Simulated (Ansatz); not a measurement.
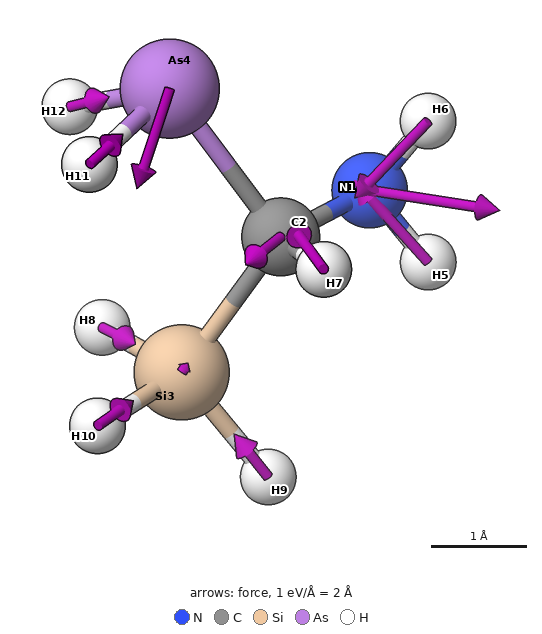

Starting geometry of CH8AsNSi with the computed forces as purple arrows. Style: ball-and-stick. Shown at a tilt.

The start comes from PBE-D4/def2-SVP.

The calculation used RKS PBE0-D4/def2-TZVP (Ansatz). Settings: force threshold 0.005 eV/Å; at most 150 steps.

**What follows when this structure is relaxed?**

It isn't relaxed: the largest force vector, on N1, is 0.75 eV/Å. The final displacements follow the starting forces only in part (cosine between the two patterns 0.65). Over 6 geometry steps the energy falls by 1.02 kcal/mol. The largest force component goes from 0.63 to 0.004 eV/Å. The largest moves after the best rigid fit, 0.032 Å, are those of As4 and H10. Largest moves by element: As 0.032 Å, H 0.031 Å, N 0.016 Å, C 0.013 Å, Si 0.011 Å. Among the contacts that change: C2–As4 2.020 → 1.991 Å, C2–Si3 1.901 → 1.878 Å, C2–H7 1.123 → 1.102 Å, As4–H11 1.543 → 1.524 Å. Cost: 31 s on 4 threads of Arm Neoverse V1, with other jobs on the host.
